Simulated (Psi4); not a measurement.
# InH2F (SMILES [H][In]([H])[F]) at PBE0/def2-QZVP (density fitting, core potential)

Aim: the energy change on altering one bond length of InH2F at PBE0/def2-QZVP (density fitting, core potential), from 2 runs. 

Program for the calculation: Psi4 1.11.

### Step 1. The system as given

InH2F has 4 atoms, charge 0, and is taken as a singlet. SMILES: `[H][In]([H])[F]`. Geometry: a GFN2-xTB relaxation, a rough one for these elements and not checked as a minimum.

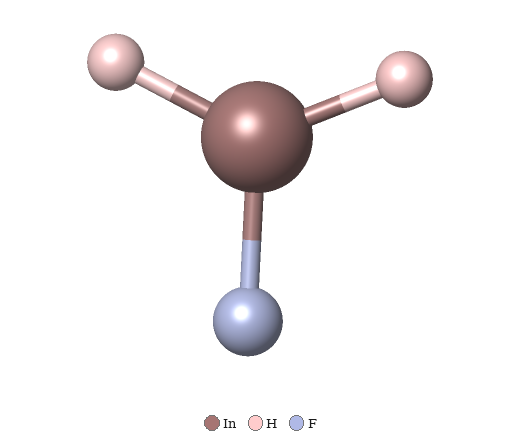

The structure, seen from a chosen angle (indium brown, hydrogen pink, fluorine light blue).

### Step 2. A single-point energy at PBE0/def2-QZVP (density fitting, core potential)

File run.py:

```python
import psi4

psi4.set_memory(1600000000)
psi4.set_num_threads(1)
psi4.core.set_output_file('run.log', False)

m = psi4.geometry("""
In
H 1 1.692897
H 1 1.691399 2 131.09329
F 1 1.945759 3 114.52878 2 -179.96108
units angstrom
""")

energy_value, wavefunction = psi4.energy('pbe0/def2-QZVP', return_wfn=True)
print(f'total energy {energy_value:.8f} hartree = {energy_value * 27.211386:.5f} eV')
```

The run is started by

```console
python run.py
```

run.log:

```text
[...]
    !!!  WARNING: ECP capability is in beta. Please check occupations closely.  !!!
[...]
  Running in c1 symmetry.
[...]
  Nuclear repulsion =   67.818380701333382
[...]
  Multiplicity = 1
[...]
  Nalpha       = 16
  Nbeta        = 16
[...]
    Number of basis functions: 199
[...]
   @DF-RKS iter   1:  -290.94917654418111   -9.80557e-01   3.70856e-03 DIIS/ADIIS
[...]
   @DF-RKS iter   8:  -291.13894129642409   -5.63736e-08   2.76863e-07 DIIS
[...]
    Orbital Energies [Eh]
    ---------------------
    Doubly Occupied:
       1A    -24.691726     2A     -4.731713     3A     -3.134049
       4A     -3.122245     5A     -3.121608     6A     -1.125171
       7A     -0.806204     8A     -0.799793     9A     -0.798285
      10A     -0.796143    11A     -0.790923    12A     -0.463577
      13A     -0.379898    14A     -0.373246    15A     -0.368015
      16A     -0.318642
[...]
  @DF-RKS Final Energy:  -291.13894129642409
   => Energetics <=
    Nuclear Repulsion Energy =             67.8183807013333819
    One-Electron Energy =                -611.3455474259483253
    Two-Electron Energy =                 273.5996580411098194
    DFT Exchange-Correlation Energy =     -21.2114326129189266
    Empirical Dispersion Energy =           0.0000000000000000
    VV10 Nonlocal Energy =                  0.0000000000000000
    Total Energy =                       -291.1389412964240933
[...]
 Multipole Moments:
 ------------------------------------------------------------------------------------
     Multipole            Electronic (a.u.)      Nuclear  (a.u.)        Total (a.u.)
 ------------------------------------------------------------------------------------
 L = 1.  Multiply by 2.5417464519 to convert [e a0] to [Debye]
 Dipole X            :         -0.0113493            0.0102868           -0.0010625
 Dipole Y            :         14.3135981          -13.3245018            0.9890963
 Dipole Z            :          6.4786823           -6.0329968            0.4456855
 Magnitude           :                                                    1.0848725
[...]
```

The script printed:

```text
total energy -291.13894130 hartree = -7922.29411 eV
```

Run time: 24 s. Hardware: 1 thread of Intel Xeon at 2.50GHz (Skylake/Cascade Lake), shared host; peak memory 0.71 GiB.

### Step 3. The distorted shape, same level

File fh2in.xyz:

```xyz
4
FH2In
In    -0.026859     0.256497    -0.002057
H      1.655161     0.065397     0.011713
H     -0.891440     1.509340    -0.018860
F     -1.024979    -1.413743     0.003593
```

File calc.py:

```python
import psi4

psi4.set_memory('1600 MB')
psi4.set_num_threads(1)
psi4.set_output_file('output.dat', False)

with open('fh2in.xyz') as f:
    atoms = ''.join(f.readlines()[2:])
m = psi4.geometry('0 1\n' + atoms + '')

energy_value = psi4.energy('pbe0/def2-QZVP')
print(f'total energy {energy_value:.8f} hartree = {energy_value * 27.211386:.5f} eV')
```

The run is started by

```console
python calc.py
```

output.dat:

```text
[...]
    !!!  WARNING: ECP capability is in beta. Please check occupations closely.  !!!
[...]
  Running in c1 symmetry.
[...]
  Nuclear repulsion =   68.629652122660673
[...]
  Multiplicity = 1
[...]
  Nalpha       = 16
  Nbeta        = 16
[...]
    Number of basis functions: 199
[...]
   @DF-RKS iter   1:  -290.93033630328904   -9.52021e-01   3.78134e-03 ADIIS/DIIS
[...]
   @DF-RKS iter   8:  -291.12868793128683   -7.02424e-08   2.81011e-07 DIIS
[...]
    Orbital Energies [Eh]
    ---------------------
    Doubly Occupied:
       1A    -24.688986     2A     -4.731779     3A     -3.133637
       4A     -3.123109     5A     -3.121483     6A     -1.122865
       7A     -0.811488     8A     -0.799819     9A     -0.798625
      10A     -0.798300    11A     -0.791713    12A     -0.469893
      13A     -0.380005    14A     -0.371049    15A     -0.368504
      16A     -0.319565
[...]
  @DF-RKS Final Energy:  -291.12868793128683
   => Energetics <=
    Nuclear Repulsion Energy =             68.6296521226606728
    One-Electron Energy =                -612.9127530424900669
    Two-Electron Energy =                 274.3894456375425079
    DFT Exchange-Correlation Energy =     -21.2350326489999546
    Empirical Dispersion Energy =           0.0000000000000000
    VV10 Nonlocal Energy =                  0.0000000000000000
    Total Energy =                       -291.1286879312868336
[...]
 Multipole Moments:
 ------------------------------------------------------------------------------------
     Multipole            Electronic (a.u.)      Nuclear  (a.u.)        Total (a.u.)
 ------------------------------------------------------------------------------------
 L = 1.  Multiply by 2.5417464519 to convert [e a0] to [Debye]
 Dipole X            :          7.8437430           -7.3606706            0.4830725
 Dipole Y            :         13.7773859          -12.7585045            1.0188814
 Dipole Z            :         -0.0479791            0.0439639           -0.0040152
 Magnitude           :                                                    1.1276056
[...]
```

The script printed:

```text
total energy -291.12868793 hartree = -7922.01510 eV
```

Wall time 26 s (1 thread of Intel Xeon at 2.50GHz (Skylake/Cascade Lake), shared host); peak memory 0.71 GiB.

### Step 4. Summary of results

Level: PBE0/def2-QZVP (density fitting, core potential).

| quantity | value |
| --- | --- |
| first shape: total energy | -291.13894 Eh |
| first shape: dipole moment | 2.76 D |
| first shape: HOMO energy | -8.67 eV |
| first shape: LUMO energy | -1.84 eV |
| first shape: HOMO–LUMO gap | 6.83 eV |
| distorted shape: total energy | -291.12869 Eh |
| distorted shape: dipole moment | 2.87 D |
| distorted shape: HOMO energy | -8.70 eV |
| distorted shape: LUMO energy | -1.83 eV |
| distorted shape: HOMO–LUMO gap | 6.87 eV |
| energy change with the In1–H3 bond shortened from 1.691 to 1.522 Å | 0.279 eV |

In words: With the In1–H3 bond shortened from 1.691 to 1.522 Å the energy rises by 0.28 eV (26.9 kJ/mol). The first shape isn't relaxed at this level, so the change isn't measured from a minimum.
